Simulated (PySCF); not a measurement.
## C₂H₃Al: a changed input and its effect

System: C₂H₃Al.
Method of run A: RHF-CCSD(T), frozen core/def2-TZVPP, density fitting (PySCF 2.14.0).

The geometry comes from this level: PBE0-D4/def2-TZVP. Text and figures count atoms from 1; the logs count them from 0 in places.

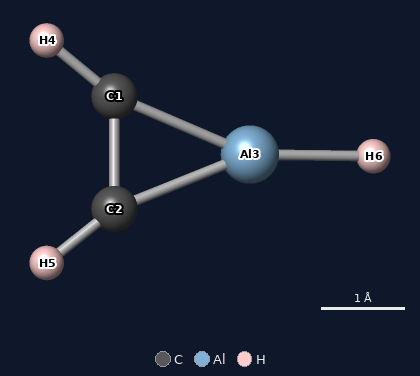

The structure as given in the input (ball-and-stick view, seen at an oblique angle; atoms are numbered from 1 in the order of the input). Sticks mark near contacts. Bond lengths as drawn: Al–C 1.85 Å, Al–H 1.57 Å, C–C 1.37 Å and C–H 1.09 Å.

## Input, run A
```python
import json, numpy as np
from pyscf import gto, scf, dft, mp, cc
EV, BOHR = 27.211386245988, 0.529177210903
mol = gto.M(atom="""
C -0.664333 -0.483961 -0.305560
C 0.470448 0.153580 -0.723099
Al 0.207919 0.349362 1.100064
H -1.370611 -1.051030 -0.909482
H 0.870443 0.208022 -1.734077
H 0.485373 0.819219 2.571566
""", basis="def2-tzvpp", charge=0, spin=0, max_memory=4335, verbose=0)
def mean_field(mol, dm=None):
    mf = scf.RHF(mol).density_fit()
    mf.conv_tol = 1e-9
    mf.kernel(dm0=dm)
    if not mf.converged: mf = mf.newton().run(mf.mo_coeff, mf.mo_occ)
    assert mf.converged
    return mf
def d4(mol):
    return 0.0, np.zeros((6, 3))
def energy_and_gradient(mol, dm=None):
    mf = mean_field(mol, dm); e, g = d4(mol)
    return mf, (mf.e_tot + e) * EV, (mf.nuc_grad_method().kernel()[:6] + g) * EV / BOHR
out = {}
mf = mean_field(mol); frozen = 7
print(f"Hartree-Fock energy {mf.e_tot * EV:.6f} eV")
m2 = mp.MP2(mf, frozen=frozen or None).run()
out.update(reference=mf.e_tot * EV, same_spin=m2.e_corr_ss * EV, opposite_spin=m2.e_corr_os * EV, energy=m2.e_tot * EV, converged=True, frozen=frozen)
print(f"MP2 correlation {m2.e_corr * EV:.6f} eV")
c = cc.CCSD(mf, frozen=frozen or None); c.conv_tol = 1e-7; c.max_cycle = 80; eris = c.ao2mo(); c.kernel(eris=eris); t = c.ccsd_t(eris=eris)
t1 = c.t1 if isinstance(c.t1, tuple) else (c.t1, c.t1); t2 = c.t2 if isinstance(c.t2, tuple) else (c.t2,)
T1 = np.sqrt(sum((a**2).sum() for a in t1) / 2 / (mol.nelectron - 2 * frozen))
print(f"CCSD correlation {c.e_corr * EV:.6f} eV, (T) {t * EV:.6f} eV, T1 diagnostic {T1:.4f}")
out.update(ccsd=c.e_corr * EV, triples=t * EV, t1=T1, largest_double=max(abs(a).max() for a in t2 if a.size), energy=(c.e_tot + t) * EV, converged=bool(c.converged))
out['triplet_stable'] = bool(mf.stability(internal=False, external=True, return_status=True)[3])
out['s2'] = mf.spin_square()[0]; out['nelec'] = mol.nelec
print(f"Total energy {out['energy']:.6f} eV, <S^2> {out['s2']:.4f}")
json.dump(out, open("out.json", "w"), default=float)
```

Command:
```bash
OMP_NUM_THREADS=2 python run.py
```

Hardware: 2 threads of Arm Neoverse V1, 23 GiB of memory available, shared host.

## Output (run A)
```
Hartree-Fock energy -8689.901915 eV
MP2 correlation -10.467641 eV
CCSD correlation -11.151891 eV, (T) -0.554742 eV, T1 diagnostic 0.0136
Total energy -8701.608547 eV, <S^2> 0.0000
```

For run B the input was changed thus:
```diff
-C -0.664333 -0.483961 -0.305560
-C 0.470448 0.153580 -0.723099
-Al 0.207919 0.349362 1.100064
-H -1.370611 -1.051030 -0.909482
-H 0.870443 0.208022 -1.734077
-H 0.485373 0.819219 2.571566
+C 0.282938 0.295591 0.619753
+C 0.501451 0.169488 -0.723712
+Al -1.042825 -0.707814 -0.197137
+H -2.350838 -1.564938 -0.329507
+H 1.325298 0.578037 -1.306311
+H 0.893676 0.827130 1.347419
```

How does run B compare with run A?

The energy is the same within 0.01 kcal/mol.

## Output (run B)
```
Hartree-Fock energy -8689.901819 eV
MP2 correlation -10.467793 eV
CCSD correlation -11.152013 eV, (T) -0.554789 eV, T1 diagnostic 0.0136
Total energy -8701.608621 eV, <S^2> 0.0000
```

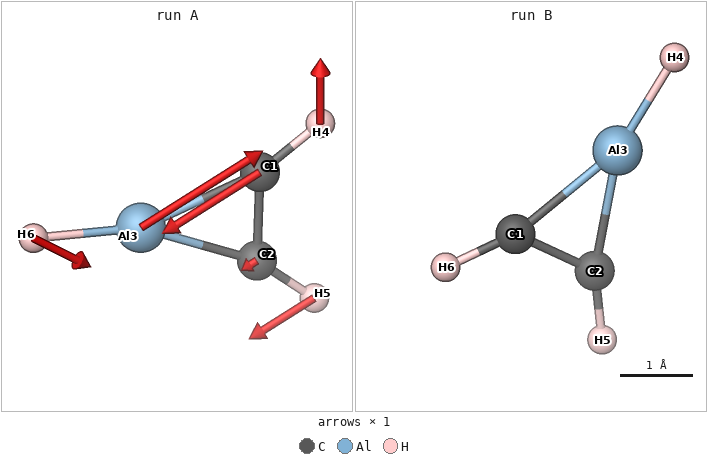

The two input geometries at one scale (ball-and-stick view, seen at a tilt). The red arrows on the first give the shifts of the atoms after the best rigid fit, at true length. Al3 moves most after the best rigid fit: 2.03 Å. Largest moves by element: Al 2.03 Å, C 1.63 Å, H 1.10 Å. Among the contacts that change: C1–H4 1.089 → 3.361 Å, C1–H6 3.361 → 1.089 Å, Al3–H6 1.569 → 2.914 Å, Al3–H4 2.914 → 1.569 Å.

## The two runs side by side

| quantity | run A | run B |
| --- | --- | --- |
| outcome | converged | converged |
| total energy (hartree) | −319.778216 | −319.778219 |
| wall time (shared host) | 1.8 min | 1.9 min |
